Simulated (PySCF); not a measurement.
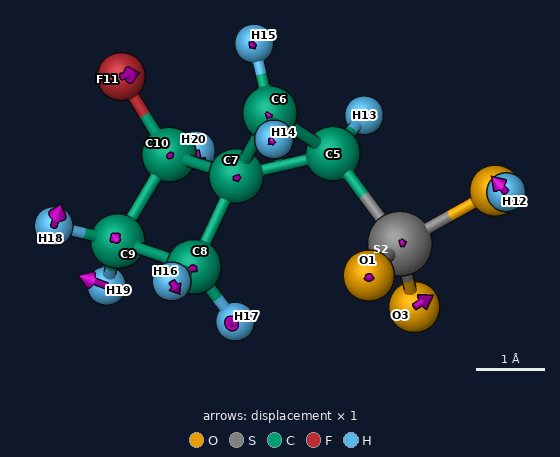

A relaxation of C$_{6}$H$_{9}$FO$_{3}$S. The starting structure is drawn; purple arrows show the displacements, at their true length. The two geometries are superimposed by the best rigid fit.

The picture is a ball-and-stick view, seen at a tilt.

The start comes from GFN2-xTB. Its atoms were then displaced at random by about 0.01 Å.

Level of theory: PBE0-D3(BJ)/def2-SVP geometry optimisation, gas phase in PySCF 2.14.0, density-fitted response routines. 

Q: Atoms of which element are displaced furthest, and by how much?

A: Hydrogen: up to 0.53 Å, against 0.38 Å for oxygen.

Q: Describe the change and its energy.

A: An H atom moves most after the best rigid fit: 0.53 Å. Largest moves by element: H 0.53 Å, O 0.38 Å, F 0.37 Å, C 0.20 Å, S 0.12 Å. Among the contacts that change: O–S 1.419 → 1.456 Å, C–H 1.059 → 1.094 Å, O–S 1.656 → 1.623 Å, C–S 1.785 → 1.759 Å. Among the angles between lasting bonds that change: S–C–C 114.5° → 119.1°, C–C–C 127.2° → 131.2°, C–C–H 116.2° → 112.4°. Over 16 geometry steps the energy falls by 6.33 kcal/mol. The run took 4.4 min on 1 thread of Intel(R) Xeon(R) 6975P-C, on a shared host.
